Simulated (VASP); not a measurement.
Energy against volume of AgCl (rock salt). Computed with SCAN meta-GGA, VASP's PBE PAW potentials (set 64) (plane waves; VASP).

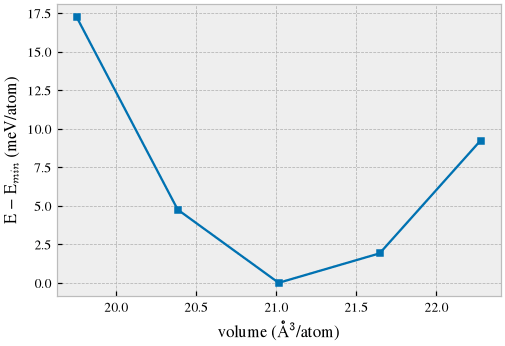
Figure. Energy against volume

Q: Estimate the equilibrium volume and the bulk modulus.

A: The minimum lies near 21.1 Å³/atom, and the curvature gives B0 of about 54 GPa.

The compound is AgCl in the rock salt structure. It was relaxed first.
